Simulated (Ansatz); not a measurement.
# C₃H₄F₂O: small, medium and large basis sets

Aim: see how fast density functionals converge with the basis set for C₃H₄F₂O.

Method: one geometry, several basis sets; program: Ansatz 0.2.0, Gaussian basis.

The runs, in order: PBE0-D4/def2-SVP; ωB97M-V/def2-SVP; PBE0-D4/def2-QZVPP; ωB97M-V/def2-QZVPP; the functionals' def2-TZVPP values are taken from earlier runs.

**1. Structure used throughout**

The geometry comes from an earlier relaxation with PBE0-D4 in a triple-zeta def2 set; it is a stationary point, not always the lowest conformer.

SMILES `CC(=O)C(F)F`, 10 atoms, charge 0, spin multiplicity 1.

Atoms are counted from 1 here; the program's logs count them from 0.

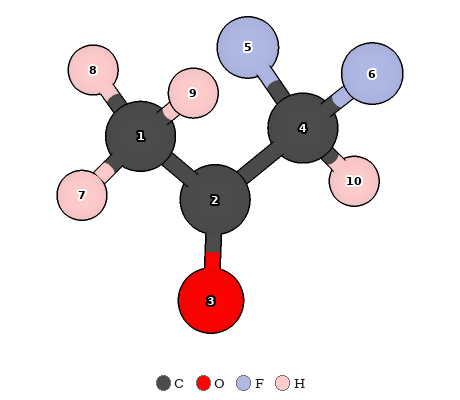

The geometry (carbon dark grey, oxygen red, fluorine light blue, hydrogen pink); atoms are numbered from 1 in the order of the file.

Coordinates:

```xyz
10
charge 0, multiplicity 1
C    -0.45723   -0.96212    0.74316
C     0.63451   -0.26084    0.00222
O     1.77522   -0.63233   -0.05969
C     0.24123    1.02936   -0.72936
F    -0.71990    0.75267   -1.64355
F    -0.27757    1.91264    0.15732
H    -0.06506   -1.85925    1.21705
H    -1.26507   -1.21958    0.05322
H    -0.88385   -0.29178    1.49375
H     1.10092    1.48004   -1.23103
```

**2. PBE0-D4 in def2-SVP**

in.yaml reads:

```yaml
crystal:
  periodic: [false, false, false]
  atoms:
    - {symbol: C, position_ang: [-0.457234, -0.962124, 0.743163]}
    - {symbol: C, position_ang: [0.634513, -0.260843, 0.002223]}
    - {symbol: O, position_ang: [1.775224, -0.632332, -0.059692]}
    - {symbol: C, position_ang: [0.241230, 1.029360, -0.729357]}
    - {symbol: F, position_ang: [-0.719902, 0.752673, -1.643550]}
    - {symbol: F, position_ang: [-0.277567, 1.912637, 0.157319]}
    - {symbol: H, position_ang: [-0.065060, -1.859249, 1.217049]}
    - {symbol: H, position_ang: [-1.265075, -1.219577, 0.053220]}
    - {symbol: H, position_ang: [-0.883849, -0.291783, 1.493753]}
    - {symbol: H, position_ang: [1.100921, 1.480037, -1.231029]}
basis:
  gaussian: {orbitals: def2-SVP}
hamiltonian: {xc: pbe0, dispersion: d4}
output: {orbitals: {seedname: orbitals}}
```

Launch:

```bash
$ ansatz run in.yaml --threads 4 --pin off --events-out ev --progress --plain --max-ram 10444MiB
```

Further steps of the session: ωB97M-V in def2-SVP; PBE0-D4 in def2-QZVPP; ωB97M-V in def2-QZVPP.

Q: Predict the results of all the runs planned. Wanted: PBE0-D4: double and triple zeta above quadruple; ωB97M-V: double and triple zeta above quadruple.

**Answer**, as computed:

| quantity | value |
| --- | --- |
| PBE0-D4: double and triple zeta above quadruple | 13.13, 0.56 eV |
| ωB97M-V: double and triple zeta above quadruple | 13.47, 0.53 eV |

PBE0-D4 gains 12.58 eV from double to triple zeta, then 0.56 eV more. These are total energies; as a rule much of such shifts cancels in differences, which this series doesn't test.
